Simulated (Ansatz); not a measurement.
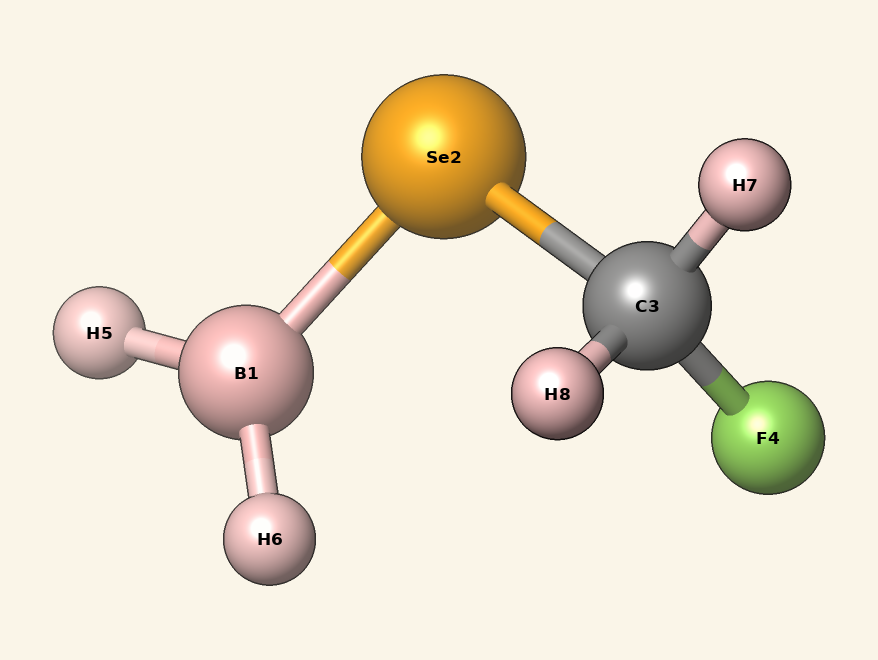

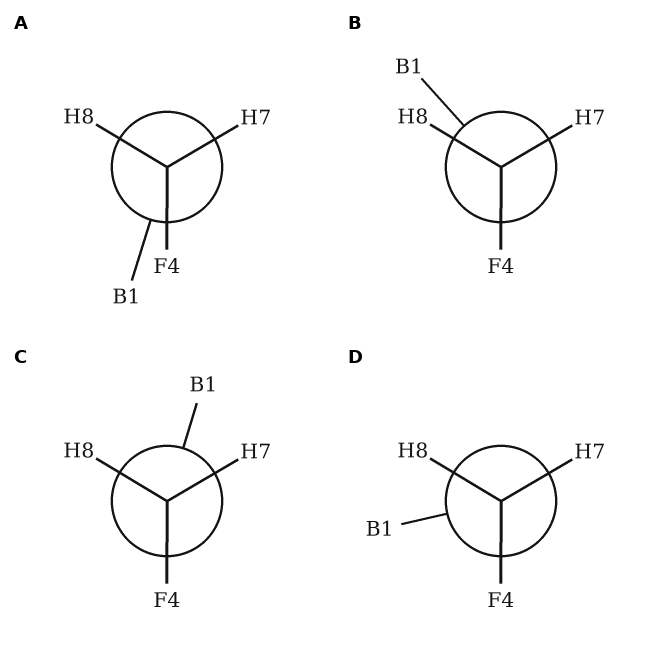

Atoms fade into the background with distance from the viewer. Bonds that would overlap in a projection are set slightly apart. The geometry was computed by an optimisation with PBE-D4/def2-SVP. No frequency run is at hand to confirm it as a minimum.

### Which Newman projection shows the view along C3–Se2, with C3 in front?

D. The torsion angle F4–C3–Se2–B1 is 77°, synclinal (gauche).
